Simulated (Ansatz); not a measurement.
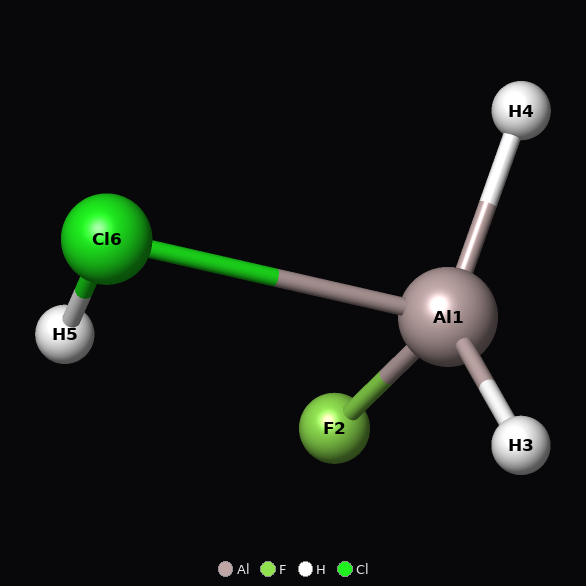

Harmonic vibrations computed with RKS PBE0-D4/def2-TZVP (Ansatz 0.2.0) at a stationary point of the same level.

Question: Is this a minimum or a saddle point?

Answer: A minimum: no imaginary frequency, and the lowest mode lies at 139 cm⁻¹.

Question: How many vibrational modes are there, and where do they lie?

Answer: 12 modes: 139, 173, 219, 354, 405, 545, 656, 745, 806, 1952, 1958, 2897 cm⁻¹.
